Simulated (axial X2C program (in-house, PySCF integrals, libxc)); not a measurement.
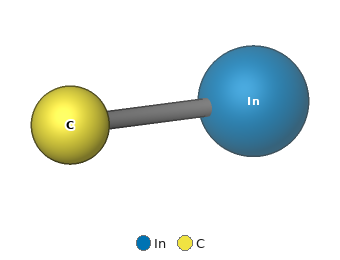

*The molecule at the reference distance of 2.284 Å.*

InC⁺: relativistic diatomic calculation

System: InC⁺, single determinant with M_S = 1 and |Λ| = 0.
Method: PBE0, spin-free X2C-1e, In dyall-cv3z, C dyall-v3z (cores contracted) (axial X2C program (in-house, PySCF integrals, libxc)).

## Results in brief

```
                    quantity                                                                 value
                     outcome                                                             converged
              bond length rₑ                                                               2.272 Å
                          ωₑ                                                            308.7 cm⁻¹
       energy at the minimum                                                   −5918.28845 hartree
   depth below the fragments                                                               0.28 eV
largest ⟨S²⟩ along the curve                                                                  2.17
                    hardware  1 thread of Arm Neoverse V2, 24 GiB of memory available, shared host
                   wall time                                                                   4 s
```

## Input file
```
{"zs": [49, 6], "q": 1, "bas": ["dyall-cv3z", "dyall-v3z"], "levels": ["PBE0", "HF", "B97-3"], "cc": true, "r0": 2.03, "thr": -1.0, "nmax": 90, "npts": 10, "nst": 2, "ntry": 6}
```

The line is the task of a batch: nuclear charges, charge, bases, the levels to run, a first guess of the distance and further settings. This report covers PBE0 without spin-orbit coupling. The log is that of the reference distance 2.284 Å, started from orbitals converged before.

Launched within a batch (the task file carries these settings):
```bash
python <driver script> task.json out
```

## The program's output
```
spin-free X2C-1e  PBE0
basis functions 171  fitting functions 906  grid points 5080
iter        total energy     max residual
   1      -5918.288441299     5.81e-06
   2      -5918.288441299     6.79e-06
converged
one-electron -8265.65254241  Coulomb 2445.23478322  exact exchange -40.87288426  xc functional -125.11430398  nuclear repulsion 68.11650613
```

## The points of the curve

| R (Å) | E (hartree) | dipole (D; origin at the first atom, positive when the second is positive) | highest filled (eV) | lowest empty (eV) |
| --- | --- | --- | --- | --- |
| 1.987 | −5918.277653 | −0.09 | −13.99 | −10.58 |
| 2.078 | −5918.284396 | −0.02 | −13.78 | −10.59 |
| 2.147 | −5918.287000 | 0.05 | −13.64 | −10.57 |
| 2.216 | −5918.288195 | 0.13 | −13.52 | −10.53 |
| 2.284 | −5918.288441 | 0.21 | −13.40 | −10.48 |
| 2.364 | −5918.287970 | 0.30 | −13.27 | −10.40 |
| 2.444 | −5918.287028 | 0.38 | −13.14 | −10.31 |
| 2.547 | −5918.285516 | 0.48 | −12.99 | −10.18 |
| 2.672 | −5918.283615 | 0.57 | −12.81 | −10.01 |
| 2.855 | −5918.281231 | 0.65 | −12.55 | −9.74 |

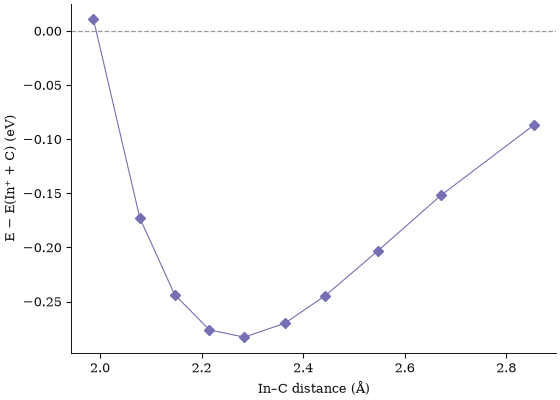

*Energy at 10 bond lengths, for one set of occupations held fixed; the line joins the points.*

A polynomial of degree 6 through 9 points gives rₑ = 2.272 Å, ωₑ = 308.7 cm⁻¹, ωₑxₑ = 7.9 cm⁻¹ and Bₑ = 0.3005 cm⁻¹. The minimum lies 0.28 eV below In⁺ + C, each computed as one determinant at the same level.

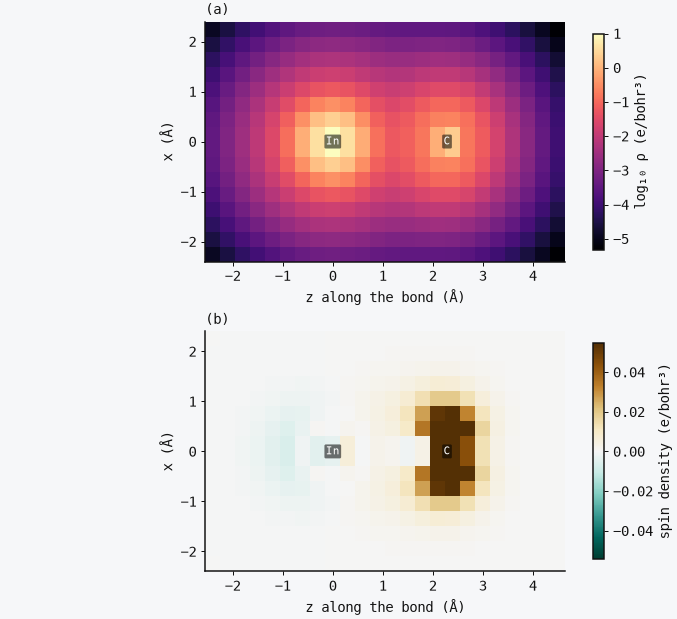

*(a) electron density on a logarithmic scale; (b) spin density, in a plane that holds the axis, at 2.28 Å, on points 0.3 Å apart (one half computed, the other mirrored); the structure near the nuclei is finer than these points.*

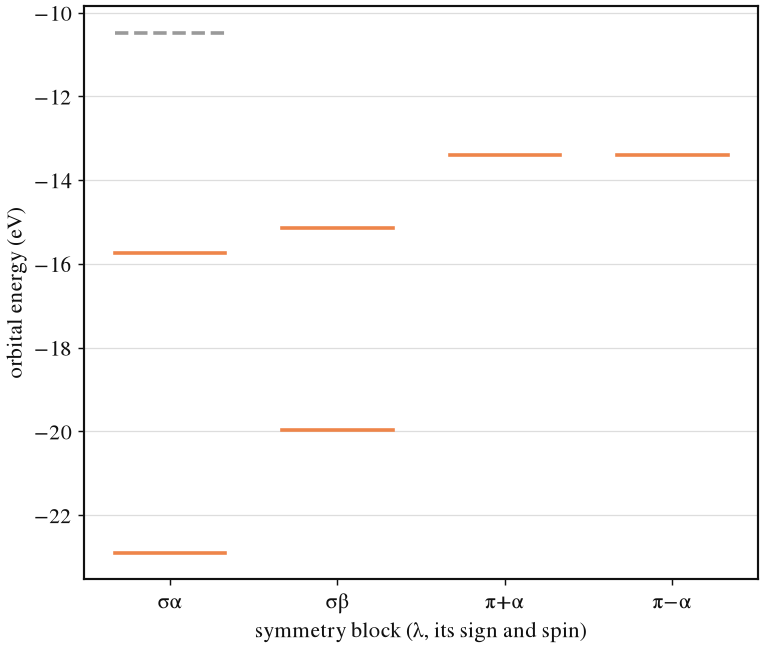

*Orbital energies near the frontier at 2.28 Å, filled (solid) and empty (dashed); a label such as π−α means λ = −1 and α spin.*

The highest filled orbital (π+α; 90 % C p, 6 % In p) lies at −13.40 eV, the lowest empty one (σα; 52 % C p, 28 % In p) at −10.48 eV.
